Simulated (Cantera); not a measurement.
A closed system holds: 1 mol SiH2Cl2, 4.4 mol O3, 5.8 mol N2, equilibrated at 1.00 Torr.

Method: chemical equilibrium by Gibbs-energy minimisation in Cantera with the NASA 1993 tables (ideal gas, pure condensed phases). Candidate condensed phases: H2O, NH4Cl, Si, SiO2, Si2N2O, Si3N4; 47 gas species. The tables hold silica as quartz up to 1696 K and as liquid above; real silica turns to tridymite and cristobalite and melts near 1996 K. The numbers say what is thermodynamically allowed, not how fast it happens.

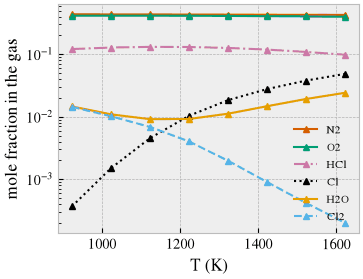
Fig. 1. Equilibrium gas composition (values under 1e-9 drawn at 1e-9)

From 923 K to 1623 K the condensed part is SiO2(β-quartz).
